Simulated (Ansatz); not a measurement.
# CH3ClSi: composite energy at a relaxed geometry in Python

A script is to give a composite energy at a relaxed geometry; the system is CH3ClSi. SMILES: C[Si]Cl.

Computed with Ansatz 0.2.0, driven from Python. The levels of theory stand in the script.

### 1 The structure

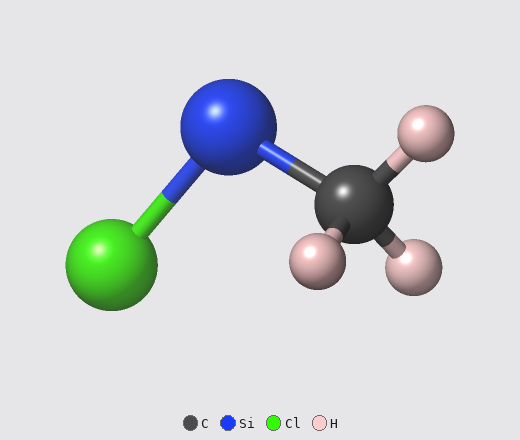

The starting structure, viewed from a chosen angle; carbon dark grey, silicon blue, chlorine green, hydrogen pink.

The script holds or builds the structure itself.

### 2 The script

Input file composite_ch3clsi.py:

```python
"""A composite energy for CH3ClSi: DFT geometry, MP2 basis limit, coupled-cluster correction."""

import itertools

import ansatz as az
from ase.data import atomic_numbers, covalent_radii
import numpy as np

GEOMETRY = """
C    -0.39830    0.34200   -0.17790
Si    0.27820   -0.63540    1.16180
Cl    1.90150   -1.61130    0.43200
H     0.34180    1.14010   -0.56240
H    -1.33150    0.91890    0.14020
H    -0.74960   -0.21830   -1.03990
"""

mol = az.Crystal.molecule()
for line in GEOMETRY.strip().splitlines():
    symbol, *xyz = line.split()
    mol = mol.atom(symbol, [float(v) for v in xyz])

calc = (
    mol.calculation()
    .basis(gaussian="def2-SVP")
    .functional("r2scan")
)
symbols = [site.symbol for site in mol.cartesian_sites]
start = np.array([site.position_ang for site in mol.cartesian_sites], dtype=float)
data = calc.relax(force_tolerance=0.01, max_steps=100).run(threads=1).report
end = np.array(data["positions_ang"])
# pairs closer than 1.2 times the sum of covalent radii, before or after
radius = [covalent_radii[atomic_numbers[s]] for s in symbols]
span = lambda where, i, j: np.linalg.norm(where[i] - where[j])
bonded = [(i, j) for i, j in itertools.combinations(range(len(symbols)), 2) if min(span(start, i, j), span(end, i, j)) < 1.2 * (radius[i] + radius[j])]
print("pair        before    after (A)")
for i, j in bonded:
    print(f"{symbols[i]}{i}-{symbols[j]}{j}".ljust(10), f"{span(start, i, j):8.4f} {span(end, i, j):8.4f}")

minimum = az.Crystal.molecule()
for symbol, place in zip(symbols, end):
    minimum = minimum.atom(symbol, place.tolist())
at_minimum = minimum.calculation()
# MP2 extrapolated to the basis limit, plus the small-basis difference CCSD(T) - MP2
level = lambda method, basis: at_minimum.basis(gaussian=basis).correlation(method).run(threads=1).report
small, large, cluster = level("mp2", "cc-pVDZ"), level("mp2", "cc-pVTZ"), level("ccsd_t", "cc-pVDZ")
corr = lambda each: (each["free_energy_ev"] - each["reference_energy_ev"]) / 27.211386246
mp2_limit = (27 * corr(large) - 8 * corr(small)) / 19
pieces = {"HF / cc-pVTZ": large["reference_energy_ev"] / 27.211386246, "MP2 correlation, DZ-TZ limit": mp2_limit, "CCSD(T) - MP2 / cc-pVDZ": corr(cluster) - corr(small)}
for name, value in pieces.items():
    print(f"{name:32s} {value:14.6f} Ha")
print(f"{'sum':32s} {sum(pieces.values()):14.6f} Ha")
print("T1 diagnostic", round(cluster["correlation"]["coupled_cluster"]["t1_diagnostic"], 4))
```

### 3 Launch

Launch:

```bash
> python composite_ch3clsi.py
```

Output:

```text
pair        before    after (A)
C0-Si1       1.7910   1.8985
C0-H3        1.1544   1.1057
C0-H4        1.1423   1.1020
C0-H5        1.0865   1.1053
Si1-Cl2      2.0298   2.1151
HF / cc-pVTZ                        -788.106045 Ha
MP2 correlation, DZ-TZ limit          -0.510911 Ha
CCSD(T) - MP2 / cc-pVDZ               -0.053513 Ha
sum                                 -788.670469 Ha
T1 diagnostic 0.0126
```

Wall time 30 s (1 thread of Arm Neoverse V1, shared host); peak memory 0.31 GiB.

### 4 The relaxation of run 0, step by step

Relaxation path:

| step | energy from step 1 (eV) | largest force component (eV/Å) |
| --- | --- | --- |
| 1 | 0.0000 | 2.9517 |
| 2 | -0.2454 | 1.3597 |
| 3 | -0.3071 | 0.3766 |
| 4 | -0.3144 | 0.1196 |
| 5 | -0.3168 | 0.0304 |
| 6 | -0.3169 | 0.0249 |
| 7 | -0.3169 | 0.0011 |

Step 1 is the start.

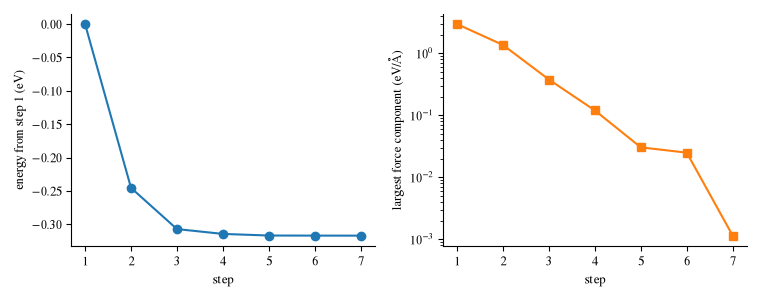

Energy and largest force along the relaxation.

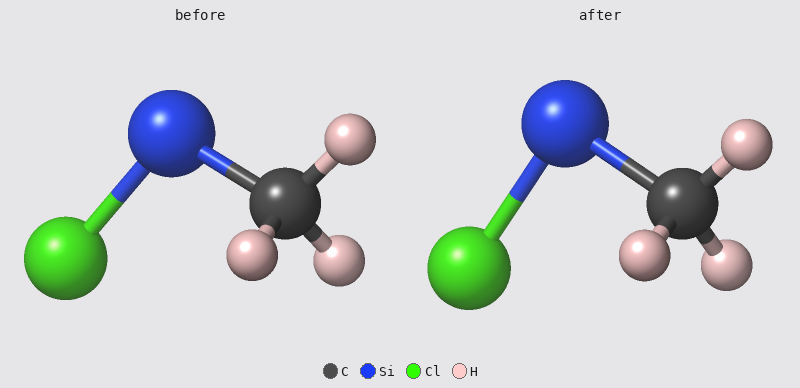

Before and after, at one scale.

Before: Bond lengths: C1–Si2 1.791 Å, Si2–Cl3 2.030 Å, C1–H4 1.154 Å, C1–H5 1.142 Å, C1–H6 1.086 Å. Angles: C1–Si2–Cl3 107.2°, Si2–C1–H4 112.6°, Si2–C1–H5 112.1°, Si2–C1–H6 115.7°, H4–C1–H5 105.5°, H4–C1–H6 107.4°, H5–C1–H6 102.5°.

After: Bond lengths: C1–Si2 1.899 Å, Si2–Cl3 2.115 Å, C1–H4 1.106 Å, C1–H5 1.102 Å, C1–H6 1.105 Å. Angles: C1–Si2–Cl3 98.0°, Si2–C1–H4 110.2°, Si2–C1–H5 112.1°, Si2–C1–H6 110.6°, H4–C1–H5 108.7°, H4–C1–H6 106.1°, H5–C1–H6 108.9°.

Run 0 is this relaxation; the runs after it count from 1.

### 5 What each run gave

One row for each of the 3 runs:

| run | basis | method | energy (eV) | iterations in all | CPU time (s) |
| --- | --- | --- | --- | --- | --- |
| 1 | cc-pVDZ | mp2 | -21454.0786 | 18 | 0.67 |
| 2 | cc-pVTZ | mp2 | -21458.1408 | 19 | 2.3 |
| 3 | cc-pVDZ | ccsd_t | -21455.5347 | 24 | 1.6 |

### 6 Summary of results

| quantity | value |
| --- | --- |
| T1 diagnostic | 0.0126 |
| composite energy | -788.670469 Ha |
| runs compared | 3 |

**Reading.** All 3 runs converged, in 18 to 24 cycles. A T1 diagnostic under about 0.02 supports a single-reference treatment, as here. Run 0: The relaxation took 6 moves; the largest shift is 0.147 Å, of atom 3 (Cl). Notes:
- The sum leaves out core correlation, relativity, the Hartree-Fock basis error and zero-point energy; a DZ-TZ extrapolation is rough.
- Inner cores stay frozen, so this is valence correlation.
- For Al to Cl the sets with a tight d function, cc-pV(X+d)Z, are usual.
- An extrapolation from small basis sets is rough.
